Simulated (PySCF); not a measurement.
Run report: SiF$_{4}$, excited-state calculation

The run: excited-state calculation of SiF$_{4}$, SMILES F[Si](F)(F)F. Method and program: TDDFT PBE0/def2-TZVPD, vertical, gas phase, core orbitals frozen in the response (PySCF 2.14.0).

The geometry comes from this level: PBE0-D3(BJ)/def2-SVP.

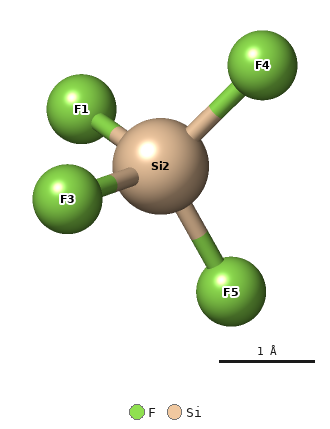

Figure 1. The structure as given in the input (ball-and-stick view, seen at a tilt; atoms are numbered from 1 in the order of the input).

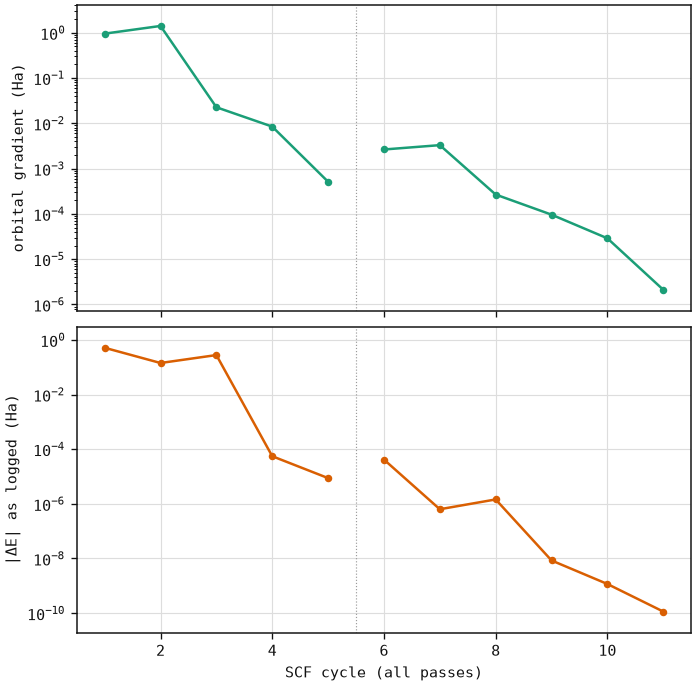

Figure 2. Convergence of the self-consistent field: orbital gradient and size of the energy change against the SCF cycle. The dotted line marks the change from a coarse to the final integration grid. The first 5 cycles use a coarse grid, the final grid takes over at cycle 6, and the field converges after 11 cycles in all.

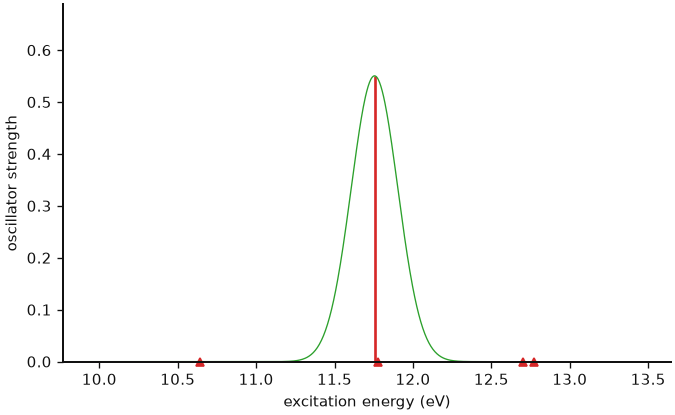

Figure 3. Computed excitations as sticks (degenerate states added up, dark ones marked on the axis), with a Gaussian envelope of 0.35 eV full width at half maximum, scaled to the tallest. Of the 10 states the lowest lies at 10.64 eV (f = 0.000); the strongest line is at 11.75 eV, or 105 nm (f = 0.551, summed over 3 states that lie within 0.004 eV).

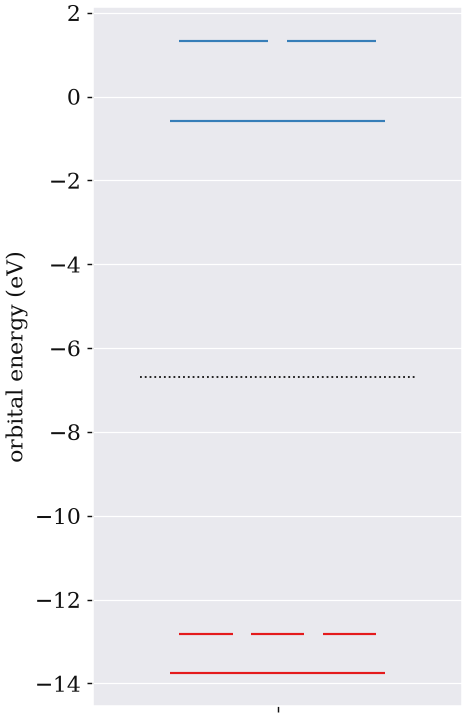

Figure 4. Orbital energies near the frontier; the dotted line parts filled from empty levels, and levels within 0.02 eV of each other stand side by side. Highest filled −12.81 eV, lowest empty −0.58 eV, 12.23 eV apart.

These pictures come from the run below.

The input
```
{"job": {"kind": "uv", "xc": "PBE0", "basis": "def2-TZVPD"}, "charge": 0, "multiplicity": 1}
F      1.565375    -0.278422     0.214232
Si     0.018192    -0.021451    -0.019130
F     -0.230652     1.529473    -0.236188
F     -0.798010    -0.515425     1.247494
F     -0.462805    -0.818956    -1.302897
```

The first line tells a small driver script what to run in PySCF; the rest is the geometry in Å.

Run as:
```bash
OMP_NUM_THREADS=1 python <driver script> task.json out
```

The program's output
```
coarse grid: 5968 points
cycle   1  E = -688.6882193708  dE =  5.130e-01  |g| = 9.552e-01  |ddm| = 2.074e+00
cycle   2  E = -688.5458842187  dE =  1.423e-01  |g| = 1.412e+00  |ddm| = 1.296e+00
cycle   3  E = -688.8236337197  dE = -2.777e-01  |g| = 2.263e-02  |ddm| = 7.695e-01
cycle   4  E = -688.8236888934  dE = -5.517e-05  |g| = 8.460e-03  |ddm| = 2.716e-02
cycle   5  E = -688.8236976223  dE = -8.729e-06  |g| = 5.128e-04  |ddm| = 5.055e-03
final grid: 58344 points
cycle   6  E = -688.8370210098  dE = -4.154e-05  |g| = 2.643e-03  |ddm| = 1.824e-02
cycle   7  E = -688.8370203767  dE =  6.331e-07  |g| = 3.297e-03  |ddm| = 2.485e-03
cycle   8  E = -688.8370218216  dE = -1.445e-06  |g| = 2.674e-04  |ddm| = 1.633e-03
cycle   9  E = -688.8370218301  dE = -8.452e-09  |g| = 9.619e-05  |ddm| = 1.287e-04
cycle  10  E = -688.8370218313  dE = -1.163e-09  |g| = 2.890e-05  |ddm| = 5.332e-05
cycle  11  E = -688.8370218314  dE = -1.140e-10  |g| = 2.115e-06  |ddm| = 1.134e-05
converged SCF energy = -688.8370218314

Static polarisability (au): isotropic 23.214, principal 23.205 23.218 23.218

Singlet excitations
state   eV       nm        f      main configurations
  1  10.6402    116.5   0.00000   H->L 0.96
  2  10.6412    116.5   0.00000   H-1->L 0.93
  3  10.6421    116.5   0.00000   H-2->L 0.93
  4  11.7534    105.5   0.18338   H-3->L 0.96
  5  11.7552    105.5   0.18348   H-4->L 0.96
  6  11.7562    105.5   0.18375   H-5->L 0.96
  7  11.7794    105.3   0.00015   H-6->L 0.92
  8  11.7806    105.2   0.00028   H-7->L 0.92
  9  12.7010     97.6   0.00000   H->L+3 0.27, H-2->L+1 0.25, H-1->L+2 0.22
 10  12.7734     97.1   0.00000   H->L+3 0.34, H-2->L+1 0.29, H-1->L+1 0.14

Triplet excitations (Tamm-Dancoff, eV): 10.3431 10.3440 10.3447 11.1787
```

Key numbers

| quantity | value |
| --- | --- |
| outcome | converged |
| total energy | −688.837022 hartree |
| HOMO | −12.81 eV |
| LUMO | −0.58 eV |
| dipole moment | 0.01 D |
| mean polarisability | 23.21 a.u. |
| lowest singlet excitation | 10.64 eV |
| hardware | 1 CPU thread, shared host |
| wall time | 15 s |
| peak memory | 0.71 GiB |
